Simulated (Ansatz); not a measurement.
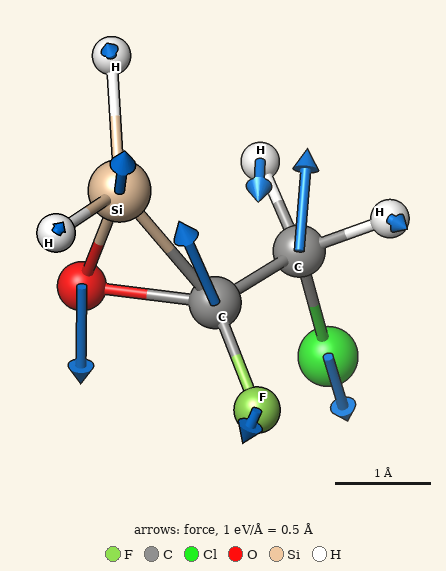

Starting geometry of C$_{2}$H$_{4}$ClFOSi (coarse preliminary run) with the computed forces as blue arrows. Style: ball-and-stick. Shown from a free direction.

The start comes from a force field.

These are results of RKS PBE-D4/def2-SVP (Ansatz 0.2.0), not measurements.

The input:
```yaml
crystal:
  periodic: [false, false, false]
  atoms:
    - {symbol: F, position_ang: [-1.868500, -0.323800, 0.270700]}
    - {symbol: C, position_ang: [-0.588300, -0.057800, -0.070100]}
    - {symbol: C, position_ang: [0.242400, -1.239800, -0.331300]}
    - {symbol: Cl, position_ang: [-0.372500, -2.243500, -1.595100]}
    - {symbol: O, position_ang: [-0.295400, 1.090800, -0.874300]}
    - {symbol: Si, position_ang: [0.201100, 1.458900, 0.677800]}
    - {symbol: H, position_ang: [1.315100, -0.985500, -0.642800]}
    - {symbol: H, position_ang: [0.385900, -1.841000, 0.577100]}
    - {symbol: H, position_ang: [-0.623600, 2.568000, 1.260800]}
    - {symbol: H, position_ang: [1.686900, 1.522500, 0.730300]}
basis:
  gaussian: {orbitals: def2-SVP}
hamiltonian: {xc: pbe, dispersion: d4}
relax: {f_tol: 0.03, max_steps: 200}
```

Launched with:
```bash
ansatz run in.yaml --threads 4 --pin off --events-out ev --progress --plain --max-ram 10444MiB
```

**What follows when this structure is relaxed?**

It isn't relaxed: the largest force vector, on O5, is 2.49 eV/Å. The final displacements have little in common with the starting forces (cosine between the two patterns 0.26). The largest move after the best rigid fit is that of H10, 0.33 Å. By element the largest moves are H 0.33 Å, Cl 0.23 Å, O 0.13 Å, C 0.13 Å, Si 0.12 Å, F 0.08 Å. Some distances before and after: C3–Cl4 1.727 → 1.807 Å, O5–Si6 1.671 → 1.735 Å, C3–H7 1.146 → 1.106 Å, C2–C3 1.468 → 1.505 Å. Among the angles between lasting bonds that change: F1–C2–O5 119.6° → 112.2°, C3–C2–Si6 119.1° → 125.9°, H7–C3–H8 102.9° → 109.5°. Over 7 geometry steps the energy falls by 41.9 kJ/mol. The largest force component goes from 2.3 to 0.0064 eV/Å. Cost: 13 s on 4 threads of Arm Neoverse V1, on a shared host.
